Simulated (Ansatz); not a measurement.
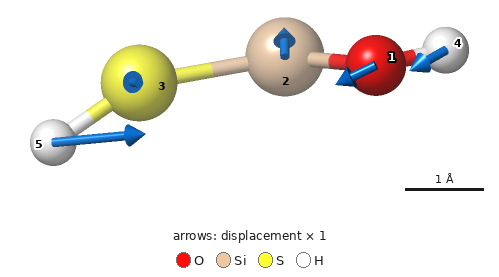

A relaxation of SiH2SO. The starting structure is drawn; blue arrows show the displacements, at their true length. The two geometries are superimposed by the best rigid fit.

Style: ball-and-stick. Shown from a free direction.

It is one of the separated reactants of a reaction.

The calculation used Ansatz 0.2.0, RKS PBE-D4/def2-SVP. (force threshold 0.03 eV/Å; at most 250 steps)

Which element moves most?

Hydrogen: up to 1.32 Å, against 0.59 Å for oxygen.

Describe the change and its energy.

The largest move after the best rigid fit is that of H5, 1.32 Å. By element the largest moves are H 1.32 Å, O 0.59 Å, Si 0.52 Å, S 0.43 Å. Near-neighbour distances that change, for instance: Si2–S3 1.928 → 2.180 Å, O1–Si2 1.623 → 1.702 Å, O1–H4 0.961 → 0.976 Å, S3–H5 1.360 → 1.366 Å. Among the angles between lasting bonds that change: Si2–S3–H5 155.6° → 93.8°, O1–Si2–S3 125.9° → 97.4°, Si2–O1–H4 117.3° → 112.1°. Groups turn about Si2–S3 by about 75°. Over 12 geometry steps the energy falls by 1.880 eV. Largest force component: 3.9 eV/Å at the start, 0.0018 eV/Å at the end.
